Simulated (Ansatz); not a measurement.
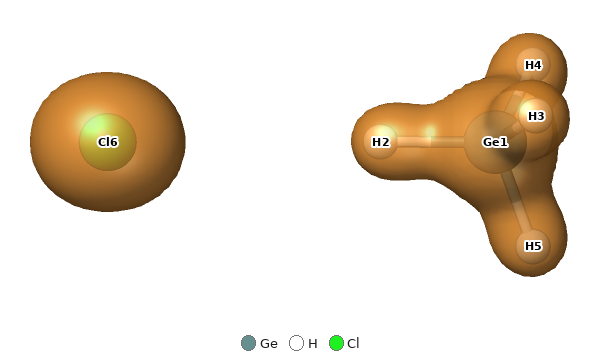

The picture shows: GeH₄···Cl (doublet). Isosurface of the electron density at 0.5 e/Å³ (orange), seen from one side.

Theory: UHF/def2-SVP (Ansatz).

```yaml
atoms:
  - { symbol: Ge, position_ang: [0.0050, 0.0000, -0.2403] }
  - { symbol: H, position_ang: [0.0244, 0.0000, 1.2926] }
  - { symbol: H, position_ang: [1.4434, 0.0000, -0.7717] }
  - { symbol: H, position_ang: [-0.7238, 1.2513, -0.7448] }
  - { symbol: H, position_ang: [-0.7238, -1.2513, -0.7448] }
  - { symbol: Cl, position_ang: [-0.0236, 0.0000, 4.9304] }
```

Q: What does this surface tell about the bonding?

A: At this value the surface falls into two separate pieces. It bridges the sampled Ge–H (1.53 Å) contacts, where the density stays above the isovalue. It is pinched off along the sampled Cl···H (3.64 Å) contacts. On the grid the lowest density along these lines, outside the cores, is 0.01 e/Å³ (Cl···H, 3.64 Å) and 0.9 e/Å³ (Ge–H, 1.53 Å).
